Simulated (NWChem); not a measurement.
# One shape, several levels: RbI (SMILES [Rb][I])

We compute a comparison of 4 runs (r2SCAN/def2-TZVPP, BHLYP/def2-TZVPP, CAM-B3LYP/def2-TZVPP, wB97X/def2-TZVPP) of RbI. 

Program for the calculation: NWChem 7.3.0.

### Step 1. The molecule

RbI: 2 atoms, total charge 0, spin state singlet. As SMILES, `[Rb][I]`. The bond length is the measured one.

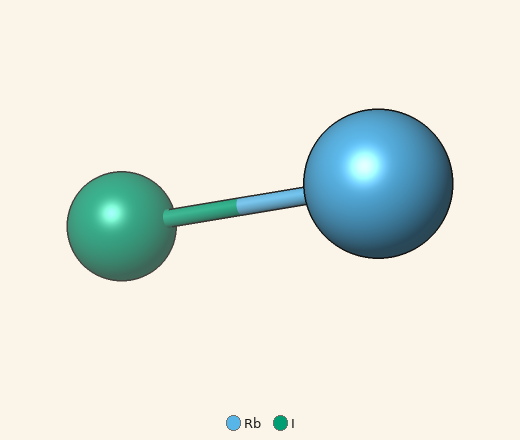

The structure, seen from a chosen angle (rubidium blue, iodine teal).

### Step 2. Energy and forces at r2SCAN/def2-TZVPP (core potential) (run 1)

mymol.nw

```
echo
start mymol
title "IRb"
memory 2200 mb
charge 0
geometry units angstroms noautosym nocenter noautoz
  Rb       0.000000       0.000000       0.000000
  I        0.000000       0.000000       3.176879
end
basis spherical bse
  * library def2-TZVPP
end
ecp bse
  Rb library def2-TZVPP
  I library def2-TZVPP
end
dft
  xc r2scan
  mult 1
  grid fine
  convergence energy 1e-08
  maxiter 100
  mulliken
  print low
end
task dft gradient
```

On the command line:

```sh
$ nwchem mymol.nw > mymol.out
```

Log:

```text
[...]
 d= 0,ls=0.0,diis     1   -321.9934400630 -3.59D+02  1.15D-02  1.83D-01     2.1
[...]
 d= 0,ls=0.0,diis     8   -322.0185778977  5.10D-11  7.45D-07  1.22D-08    13.3
         Total DFT energy =     -322.018577897687
      One electron energy =     -635.241201064357
           Coulomb energy =      301.923082649523
    Exchange-Corr. energy =      -26.179029181268
 Nuclear repulsion energy =       37.478569698415
[...]
      Total Density - Mulliken Population Analysis
     ---------------------------------------------
    Atom       Charge   Shell Charges
 -----------   ------   -------------------------------------------------------
    1 Rb   9     8.23   0.03 -0.30  1.49  0.79  0.09 -0.01  4.85  1.12  0.06  0.01  0.04  0.07  0.01  0.00
    2 I   25    25.77   0.19 -0.78  1.63  0.98  1.11  0.85 -0.49  6.45  1.41  2.85  1.56  9.17  0.81  0.03  0.00  0.00
[...]
                         DFT ENERGY GRADIENTS
    atom               coordinates                        gradient
                 x          y          z           x          y          z
   1 Rb      0.000000   0.000000   0.000000   -0.000000  -0.000000   0.005163
   2 I       0.000000   0.000000   6.003431    0.000000   0.000000  -0.005163
 Task  times  cpu:       19.6s     wall:       19.6s
 Total times  cpu:       19.6s     wall:       19.6s
```

Run time: 20 s. Hardware: 1 thread of Intel Xeon Platinum 8488C (Sapphire Rapids), shared host; peak memory 0.13 GiB.

### Step 3. Energy and forces at BHLYP/def2-TZVPP (core potential) (run 2)

mymol.xyz

```xyz
2

Rb     0.000000     0.000000     0.000000
I      0.000000     0.000000     3.176879
```

mymol.nw

```
start mymol
memory stack 880 mb heap 220 mb global 1100 mb
geometry units angstroms noautosym nocenter noautoz
load format xyz mymol.xyz
end
basis "ao basis" spherical bse
* library def2-TZVPP
end
ecp bse
Rb library def2-TZVPP
I library def2-TZVPP
end
dft
xc bhlyp
grid fine
convergence energy 1e-08
maxiter 100
mulliken
end
task dft gradient
```

On the command line:

```sh
$ nwchem mymol.nw > mymol.out
```

Log:

```text
[...]
          Wavefunction type:  closed shell.
          No. of atoms     :     2
          No. of electrons :    34
[...]
          Charge           :     0
          Spin multiplicity:     1
[...]
          AO basis - number of functions:    90
[...]
              XC Information
              --------------
                        BHLYP Method XC Functional
                     Hartree-Fock (Exact) Exchange  0.500
                        Slater Exchange Functional  0.500 local
                    Becke 1988 Exchange Functional  0.500 non-local
              Lee-Yang-Parr Correlation Functional  1.000
[...]
 d= 0,ls=0.0,diis     1   -321.7746640611 -3.59D+02  8.52D-03  1.22D-01     3.0
[...]
 d= 0,ls=0.0,diis     8   -321.7981623307 -1.89D-09  4.81D-07  1.48D-09    14.9
         Total DFT energy =     -321.798162330654
      One electron energy =     -635.215145162543
           Coulomb energy =      301.897389994679
    Exchange-Corr. energy =      -25.958976861206
 Nuclear repulsion energy =       37.478569698415
[...]
      Total Density - Mulliken Population Analysis
     ---------------------------------------------
    Atom       Charge   Shell Charges
 -----------   ------   -------------------------------------------------------
    1 Rb   9     8.24   0.03 -0.30  1.48  0.79  0.10 -0.01  4.83  1.14  0.06  0.01  0.04  0.06  0.01  0.00
    2 I   25    25.76   0.19 -0.78  1.61  0.99  1.11  0.85 -0.49  6.44  1.41  2.83  1.59  9.19  0.79  0.03  0.00  0.00
[...]
  wavefunction    = closed shell
                         DFT ENERGY GRADIENTS
    atom               coordinates                        gradient
                 x          y          z           x          y          z
   1 Rb      0.000000   0.000000   0.000000   -0.000000  -0.000000   0.005597
   2 I       0.000000   0.000000   6.003431    0.000000   0.000000  -0.005597
[...]
```

Wall time 23 s (1 thread of Intel Xeon Platinum 8488C (Sapphire Rapids), shared host); peak memory 0.12 GiB.

Run 3 isn't shown in full; the table further down has it.

### Step 4. Energy and gradient at wB97X/def2-TZVPP (core potential) (run 4)

input.nw

```
echo
START input
memory 2200 mb
GEOMETRY units angstrom noautosym nocenter noautoz
 Rb    0.000000    0.000000    0.000000
 I     0.000000    0.000000    3.176879
END
BASIS spherical bse
 * library def2-TZVPP
END
ECP bse
 Rb library def2-TZVPP
 I library def2-TZVPP
END
DFT
 xc wb97x
 grid fine
 convergence energy 1e-08
 iterations 100
 mulliken
 noprint "final vectors analysis"
END
TASK dft gradient
```

On the command line:

```sh
$ nwchem input.nw > input.out
```

Log:

```text
[...]
          Wavefunction type:  closed shell.
          No. of atoms     :     2
          No. of electrons :    34
[...]
          Charge           :     0
          Spin multiplicity:     1
[...]
          AO basis - number of functions:    90
[...]
              XC Information
              --------------
                       wb97x  Method XC Functional
                     Hartree-Fock (Exact) Exchange  1.000
                         wb97x Exchange Functional  1.000
                      wb97x Correlation Functional  1.000
[...]
 d= 0,ls=0.0,diis     1   -321.9185443101 -3.59D+02  7.82D-03  2.17D-01     5.2
[...]
 d= 0,ls=0.0,diis     9   -321.9443155392 -3.45D-09  8.99D-07  1.41D-09    43.7
         Total DFT energy =     -321.944315539150
      One electron energy =     -635.154590013188
           Coulomb energy =      301.835598490939
    Exchange-Corr. energy =      -26.103893715316
 Nuclear repulsion energy =       37.478569698415
[...]
      Total Density - Mulliken Population Analysis
     ---------------------------------------------
    Atom       Charge   Shell Charges
 -----------   ------   -------------------------------------------------------
    1 Rb   9     8.25   0.03 -0.30  1.47  0.79  0.09 -0.01  4.86  1.11  0.08  0.01  0.04  0.07  0.00  0.00
    2 I   25    25.75   0.19 -0.78  1.62  0.99  1.09  0.84 -0.49  6.44  1.46  2.73  1.66  9.18  0.80  0.03  0.00  0.00
[...]
  wavefunction    = closed shell
[...]
                         DFT ENERGY GRADIENTS
    atom               coordinates                        gradient
                 x          y          z           x          y          z
   1 Rb      0.000000   0.000000   0.000000   -0.000000  -0.000000   0.005481
   2 I       0.000000   0.000000   6.003431    0.000000   0.000000  -0.005481
[...]
```

Run time: 65 s. Hardware: 1 thread of Intel Xeon Platinum 8488C (Sapphire Rapids), shared host; peak memory 0.14 GiB.

### Step 5. All runs side by side

```csv
run,level,energy (Eh),largest force (eV/Å),wall time
1,r2SCAN/def2-TZVPP (core potential),-322.018578,0.265,20 s
2,BHLYP/def2-TZVPP (core potential),-321.798162,0.288,23 s
3,CAM-B3LYP/def2-TZVPP (core potential),-321.869410,0.241,61 s
4,wB97X/def2-TZVPP (core potential),-321.944316,0.282,65 s
```

### Step 6. What came out

```
                       quantity          value
            run 4: total energy  -321.94432 Eh
           run 4: dipole moment        11.92 D
run 4: largest force on an atom     0.282 eV/Å
```

**Reading.** Over runs 2, 3, 4 the dipole moment (its size) runs from 11.67 D (CAM-B3LYP/def2-TZVPP) to 11.92 D (wB97X/def2-TZVPP). Totals of different functionals can't be ranked against each other. All runs together took 2.8 min, the longest 65 s.
